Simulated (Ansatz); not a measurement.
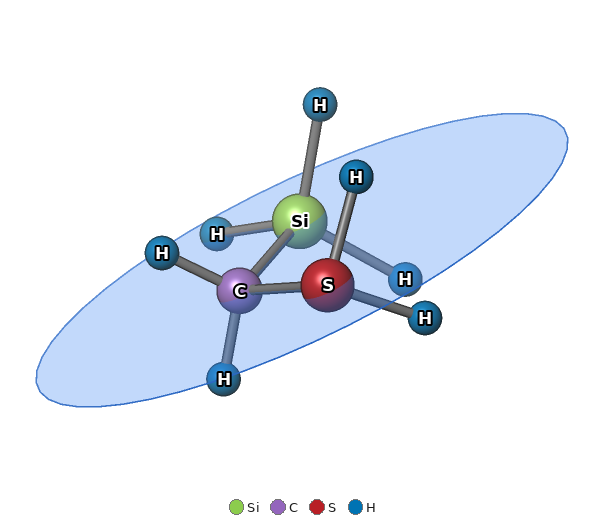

All proper rotation axes (lines) and mirror planes (discs) of the structure are drawn in. Distant atoms are faded towards the background colour. Charge +1, singlet. The computed structure is the end point of a PBE0-D4/def2-TZVP optimisation. No frequency run is at hand to confirm it as a minimum.

**Name the symmetry elements and the point group.**

It has 1 mirror plane. Point group Cs. The group has 2 operations. The geometry is achiral, and symmetry allows a dipole moment.
